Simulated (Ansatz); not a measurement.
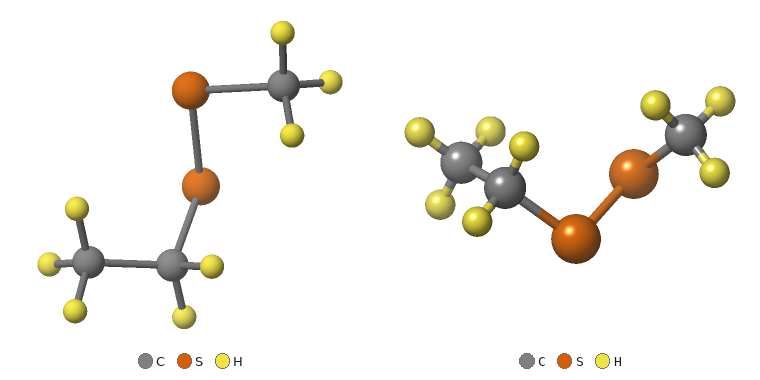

Two views of one molecule.

**Which formula does it have?**

C₃H₈S₂, 13 atoms: 3 carbon, 8 hydrogen and 2 sulfur.

**Describe its rings.**

It has no ring.

The parts below concern this one geometry. Atoms keep their numbers from picture to picture. Computed geometry: PBE0-D4/def2-TZVP optimisation.

### Geometry

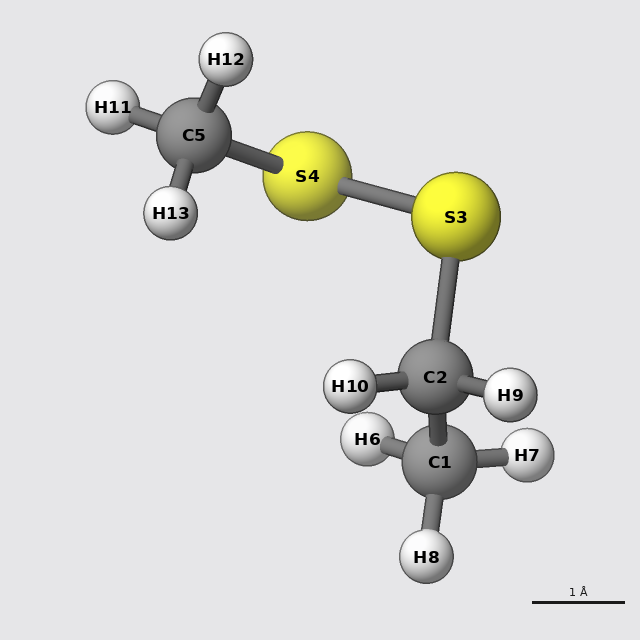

The atoms are numbered.

Give these bond angles: C2–C1–H6, C2–C1–H7, C2–C1–H8, C1–C2–S3, C1–C2–H9, C1–C2–H10, S3–C2–H9, S3–C2–H10, C2–S3–S4, S3–S4–C5, S4–C5–H11, S4–C5–H12, S4–C5–H13.

| angle | degrees |
| --- | --- |
| C2–C1–H6 | 110.5 |
| C2–C1–H7 | 111.0 |
| C2–C1–H8 | 110.5 |
| C1–C2–S3 | 114.1 |
| C1–C2–H9 | 111.5 |
| C1–C2–H10 | 111.8 |
| S3–C2–H9 | 103.3 |
| S3–C2–H10 | 108.6 |
| C2–S3–S4 | 103.8 |
| S3–S4–C5 | 103.2 |
| S4–C5–H11 | 106.3 |
| S4–C5–H12 | 110.5 |
| S4–C5–H13 | 111.3 |

### Electronic properties

Method: RKS B3LYP-D4/def2-TZVPP (Ansatz 0.2.0).

What does the calculation give?

- dipole moment: 2.00 D
- HOMO energy (Kohn–Sham orbital): −6.44 eV
- LUMO energy (Kohn–Sham orbital): −0.28 eV
- HOMO–LUMO gap: 6.16 eV
- dispersion correction: −48.3 kJ/mol

### Charges

The questions are on Mulliken charges. Method: RKS PBE0-D4/def2-TZVP (Ansatz 0.2.0).

Give the Mulliken charges atom by atom.

```tsv
atom	value (e)
C1	−0.36
C2	−0.19
S3	−0.09
S4	−0.08
C5	−0.35
H6	0.14
H7	0.12
H8	0.12
H9	0.13
H10	0.13
H11	0.14
H12	0.15
H13	0.14
```

### Vibrations

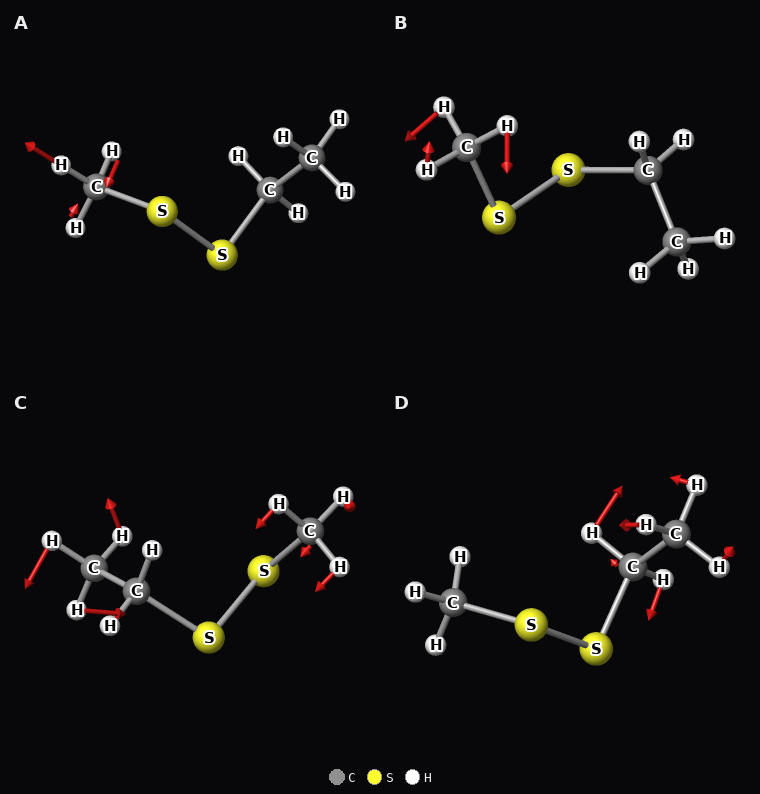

4 normal modes of one molecule or complex, as arrows. Harmonic vibrations computed with RKS PBE0-D4/def2-TZVP (Ansatz 0.2.0) at a stationary point of the same level.

**Match the panels to the wavenumbers 237 cm⁻¹, 1044 cm⁻¹, 1468 cm⁻¹, 3145 cm⁻¹.**

A: 3145 cm⁻¹, out-of-phase stretching of 2 C–H bonds
B: 1468 cm⁻¹, H–C–H bending
C: 237 cm⁻¹
D: 1044 cm⁻¹, angle bending

Mulliken values depend strongly on the basis set and can even reverse the polarity of a bond.
